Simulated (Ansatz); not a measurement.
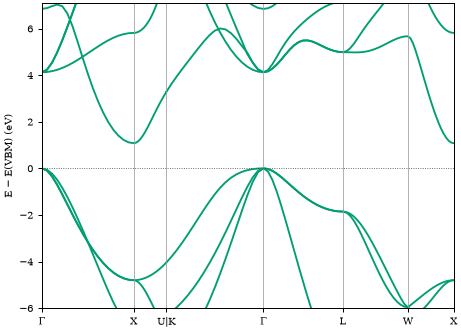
Figure: Band structure from DFT-PBEsol in the program Ansatz with PAW potentials

Q: Read off the gap and where the band edges lie.

A: About 1.1 eV (1.08 eV by a search for the band edges); maximum at Γ, minimum at X.

Q: Pick the material that matches.
A) Be2C, fluorite or antifluorite type
B) CuCl, zinc blende
C) C, Fd-3m (C on 32e)
D) PbS, zinc blende

A: A, Be2C, fluorite or antifluorite type

Space group Fm-3m (fluorite or antifluorite type). The PBEsol relaxation kept the symmetry of its start.

Potentials: the earlier of the program's two PAW sets. The files were generated under PBE; for other functionals the program regenerates the frozen cores, and for LDA and PBEsol the local potential too.
